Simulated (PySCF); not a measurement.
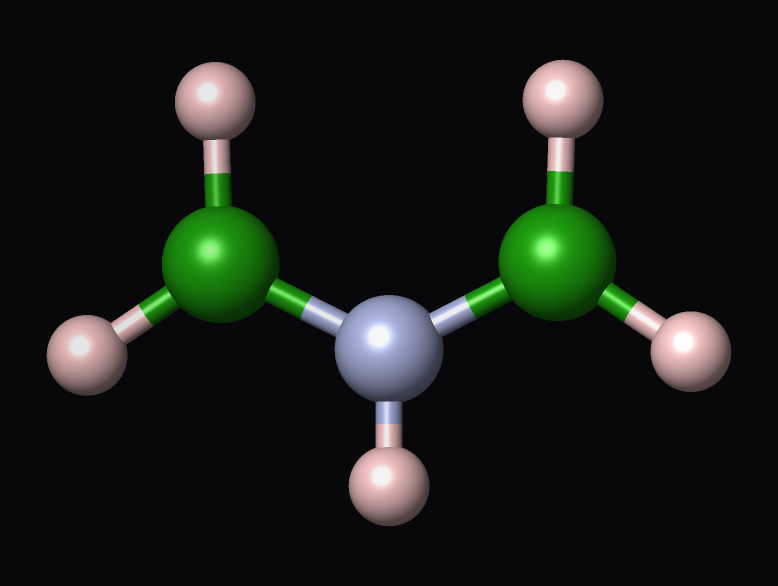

Rendered structure (ball-and-stick style). Every bond is drawn as one stick, whatever its order. Colours: boron green, nitrogen light blue, hydrogen pink.

Description:

The molecule is B2H5N. SMILES: `BNB`. It has no ring. Among its groups: B–H bond. This geometry has C2v symmetry. All atoms lie on one plane. Coordination: 2 B trigonal planar; 1 N trigonal planar.

The parts below concern this one geometry. Atoms keep their numbers from picture to picture. The computed structure is the end point of a PBE0-D3(BJ)/def2-SVP optimisation. No frequency run is at hand to confirm it as a minimum.

**Geometry**

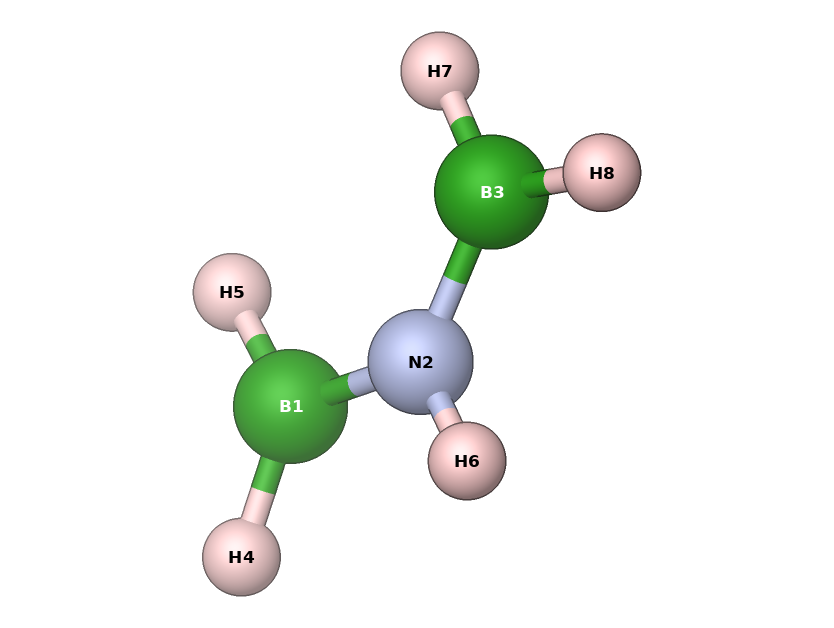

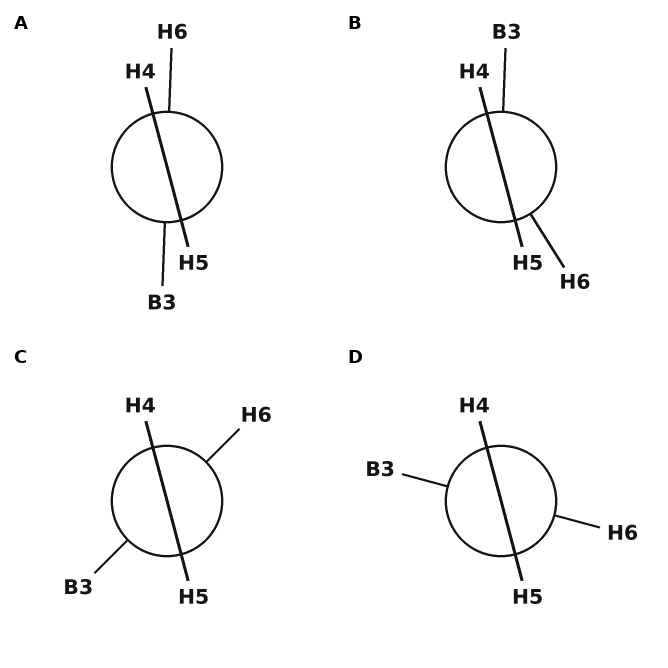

Atoms fade into the background with distance from the viewer. Bonds that would overlap in a projection are set slightly apart. No frequency run is at hand to confirm it as a minimum.

**Which Newman projection shows the view along B1–N2, with B1 in front?**

A. The torsion angle H4–B1–N2–B3 is 180°, antiperiplanar (anti).

**Dipole moment**

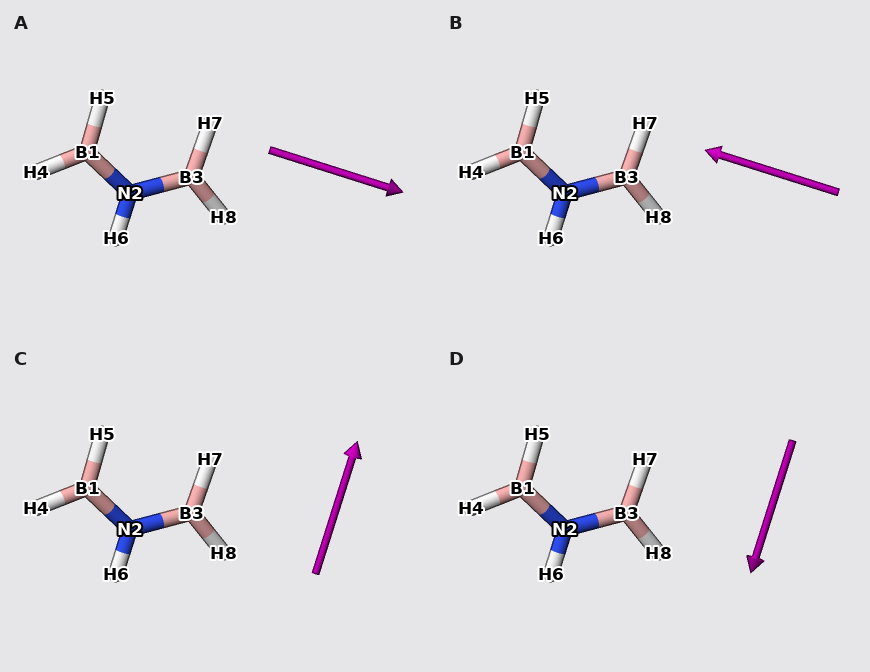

The same molecule four times, each with an arrow. No frequency run is at hand to confirm it as a minimum. Level of theory: B3LYP/pcJ-1, gas phase (PySCF 2.14.0).

**Which arrow points along the dipole moment, from the negative to the positive end?**

D. The dipole moment is 1.30 D; it points from the side of H5, H7 to the side of H6 (the outermost atoms at the two ends).

**Charges**

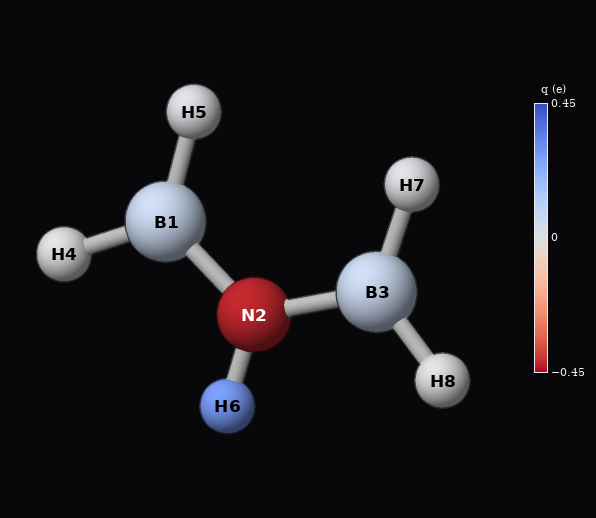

Atoms are coloured by their IAO charges. No frequency run is at hand to confirm it as a minimum. Method: PBE0/pcSseg-1, gas phase (PySCF 2.14.0).

List the IAO charges.

| atom | value (e) |
| --- | --- |
| B1 | 0.06 |
| N2 | −0.42 |
| B3 | 0.06 |
| H4 | 0.00 |
| H5 | 0.01 |
| H6 | 0.27 |
| H7 | 0.01 |
| H8 | 0.00 |

**Quadrupole coupling**

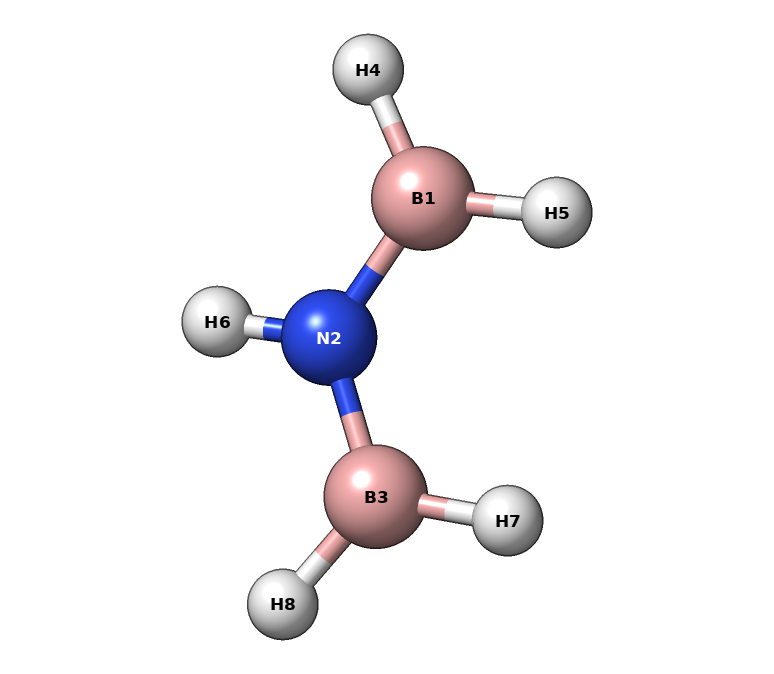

No frequency run is at hand to confirm it as a minimum. Electric field gradients from the ground-state density, PBE0/pcSseg-1 (PySCF 2.14.0), non-relativistic apart from any core potentials.

Give the largest field-gradient component, the quadrupole coupling constant and the asymmetry for 11B at B1 (Q = 40.59 mb), 14N at N2 (Q = 20.44 mb), 2H at H4 (Q = 2.86 mb), 2H at H5 (Q = 2.86 mb), 2H at H6 (Q = 2.86 mb).

| atom | V_zz (a.u.) | e²qQ/h (MHz) | η |
| --- | --- | --- | --- |
| B1 | 0.512 | 4.89 | 0.13 |
| N2 | 0.273 | 1.31 | 0.48 |
| H4 | 0.199 | 0.133 | 0.07 |
| H5 | 0.201 | 0.135 | 0.07 |
| H6 | 0.390 | 0.262 | 0.09 |
